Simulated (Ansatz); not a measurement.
# SiH2 (SMILES [SiH2]) at BCCD(T)/aug-cc-pVTZ

What is the vertical electron affinity of SiH2 at BCCD(T)/aug-cc-pVTZ? 

Program for the calculation: Ansatz 0.2.0.

32 further runs of the same task are left out: 32 set aside as unsound or not needed.

### Step 1. Starting point

SiH2: 3 atoms, total charge 0, spin state singlet. SMILES: `[SiH2]`. Geometry: relaxed at PBE0-D4/def2-TZVP.

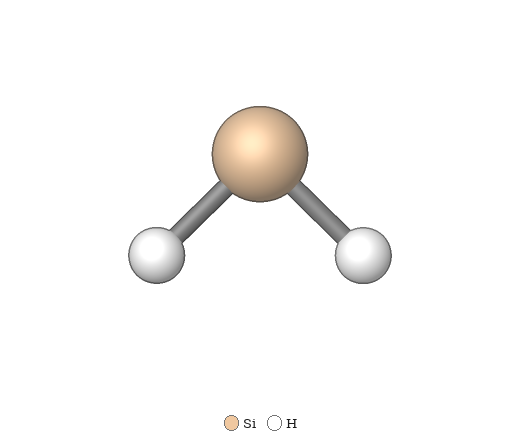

The structure, seen from a chosen angle (silicon light orange, hydrogen white).

### Step 2. A single-point energy at BCCD(T)/aug-cc-pVTZ

in.yaml

```yaml
basis:
  gaussian: {orbitals: aug-cc-pVTZ}
crystal:
  periodic: [false, false, false]
  atoms:
    - {symbol: Si, position_ang: [-0.491200, 0.468600, -0.213600]}
    - {symbol: H, position_ang: [0.840300, 0.578600, 0.522500]}
    - {symbol: H, position_ang: [-0.349100, -1.047200, -0.308900]}
total_charge: 0
correlation: {method: bccd_t, frozen_orbitals: {H: 0, Si: 5}}
accuracy: high
scf: {omitted_lower_state_checks: [cluster_reference, increment]}
```

Run with:

```
$ ansatz run in.yaml --threads 1 --pin off --max-ram 3480MiB --events-out events.jsonl --progress --plain --runs-dir runs
```

The log of the run, cut to the lines that bear on the results:

```text
Warning: RAYON_NUM_THREADS=1 ignored (pool sized by the plan → 1); use --threads N
Functional definition: HF
  name "HF"
[...]
1418 factors; integrals over basis functions are off by at most 3.9e-9 eV
[...]
mean field -7892.13093877 eV, -290.0304625214 hartree, gradient 1.3e-8 eV, S^2 0.000000; 0 other end points of the search recorded, 0 dependent functions left out; unrestricted orbitals would lower it
5 core orbitals not correlated: weight in the atoms' cores, before any rotation towards them, 1.000 or more for the frozen orbitals, at most 0.000 for the correlated occupied ones
reference -7892.13093877 eV, -290.0304625214 hartree; 3, 3 occupied and 88, 88 virtual orbitals, 1418 factors
second order -3.03230540 eV of doubles, -0.00000000 eV of singles
cycle   1  -3.53287795 eV  change   -5.0e-1 eV  update   6.3e-2
[...]
cycle  24  -3.76356156 eV  change  -6.1e-12 eV  update  1.1e-10
perturbative correction -0.11058051 eV, -0.0040637590 hartree
Total energy: -7896.00508085 eV, -290.1728346167 hartree
Checks for a lower state left out: cluster_reference, increment
```

Run time: 6.6 s. Hardware: 1 thread of Arm Neoverse V1, shared host; peak memory 0.57 GiB.

### Step 3. The doublet anion at the same level

run.yaml

```yaml
crystal:
  periodic: [false, false, false]
  atoms:
    - symbol: Si
      position_ang: [-0.491200, 0.468600, -0.213600]
    - symbol: H
      position_ang: [0.840300, 0.578600, 0.522500]
    - symbol: H
      position_ang: [-0.349100, -1.047200, -0.308900]
basis:
  gaussian:
    orbitals: aug-cc-pVTZ
total_charge: -1
magnetization:
  spin_polarized: true
  initial_magnetization: 1
correlation:
  method: bccd_t
  frozen_orbitals: {H: 0, Si: 5}
accuracy: high
scf:
  omitted_lower_state_checks: [cluster_reference, increment]
```

Run with:

```
$ ansatz run run.yaml --threads 1 --pin off --max-ram 3480MiB --events-out events.jsonl --progress --plain --runs-dir runs
```

The log of the run, cut to the lines that bear on the results:

```text
Warning: RAYON_NUM_THREADS=1 ignored (pool sized by the plan → 1); use --threads N
Functional definition: HF
  name "HF"
[...]
1418 factors; integrals over basis functions are off by at most 3.9e-9 eV
[...]
mean field -7892.71853018 eV, -290.0520561073 hartree, gradient 1.4e-8 eV, S^2 0.775425; 4 other end points of the search recorded, 0 dependent functions left out
5 core orbitals not correlated: weight in the atoms' cores, before any rotation towards them, 1.000 or more for the frozen orbitals, at most 0.000 for the correlated occupied ones
reference -7892.71853018 eV, -290.0520561073 hartree; 4, 3 occupied and 87, 88 virtual orbitals, 1418 factors
second order -3.46435030 eV of doubles, -0.00000000 eV of singles
cycle   1  -3.96051649 eV  change   -5.0e-1 eV  update   6.3e-2
[...]
cycle  24  -4.15178078 eV  change   3.6e-11 eV  update  4.8e-10
perturbative correction -0.16946413 eV, -0.0062276920 hartree
Total energy: -7897.03977509 eV, -290.2108589287 hartree
Checks for a lower state left out: cluster_reference, increment
```

Wall time 23 s (1 thread of Arm Neoverse V1, shared host); peak memory 1.1 GiB.

### Step 4. What came out

Level: BCCD(T)/aug-cc-pVTZ, 5 core orbitals frozen.

| quantity | value |
| --- | --- |
| singlet SiH2: total energy | -290.17283 Eh |
| singlet SiH2: correlation energy (5 core orbitals frozen) | -142.4 mEh |
| singlet SiH2: (T) correction | -4.06 mEh |
| doublet anion: total energy | -290.21086 Eh |
| doublet anion: correlation energy (5 core orbitals frozen) | -158.8 mEh |
| doublet anion: (T) correction | -6.23 mEh |
| doublet anion: ⟨S²⟩ of the reference determinant | 0.775 |
| vertical electron affinity (to the doublet anion) | 1.035 eV |

In words: At fixed nuclei the extra electron is bound by 1.03 eV (100 kJ/mol). The restricted solution (singlet SiH2) is unstable to spin breaking: an unrestricted one lies lower. The triples (singlet SiH2) make up 2.9 % of the correlation energy. The triples (doublet anion) make up 3.9 % of the correlation energy.
